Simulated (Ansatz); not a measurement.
Consider CH₄FO (SMILES [OH2+]CF) (charge +1).

| atom | x (Å) | y (Å) | z (Å) |
| --- | --- | --- | --- |
| C | 0.6802 | -0.1955 | -0.6261 |
| F | 1.8661 | -0.6603 | -0.9703 |
| O | 0.5930 | -0.2363 | 0.9187 |
| H | 1.2619 | 0.3376 | 1.3626 |
| H | 0.6595 | -1.1484 | 1.2894 |
| H | -0.1435 | -0.8422 | -0.9281 |
| H | 0.5496 | 0.8643 | -0.8440 |

Geometry: B3LYP/6-31G*.

The calculation used Ansatz, isolated molecule in a Gaussian basis; Kohn-Sham density functional theory, functional PBE0.

### What will maps of the electron density and electron localisation function show?

C–O (1.55 Å): ρ at the midpoint is about 1.4 e/Å³, with its minimum of 1.2 e/Å³ about 0.6 Å from C; the ELF peaks at about 0.90 between the atoms: a polar covalent bond.
O–H (0.99 Å): ρ is about 3.7 e/Å³ halfway; the ELF climbs to about 1 towards the hydrogen, as it does in any bond to H; an ordinary covalent bond to hydrogen.
C–H (1.09 Å): ρ at the midpoint is about 2.3 e/Å³; the ELF is about 1 at the midpoint (an ordinary covalent bond to hydrogen).

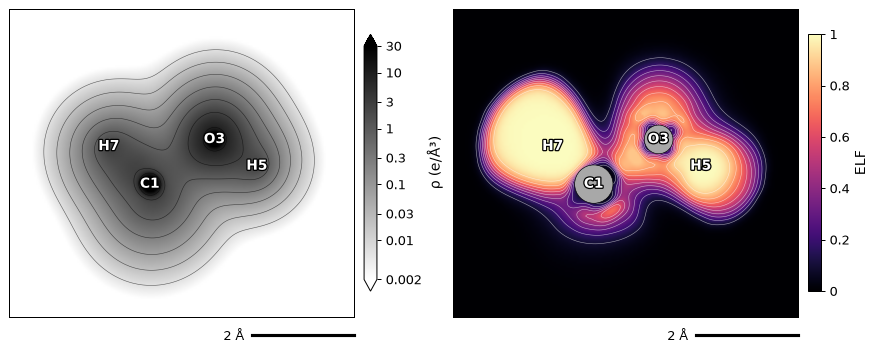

Computed electron density and electron localisation function on the plane of atoms C1, O3 and H5, in this order. Grey discs cover the atomic cores in the ELF map. 
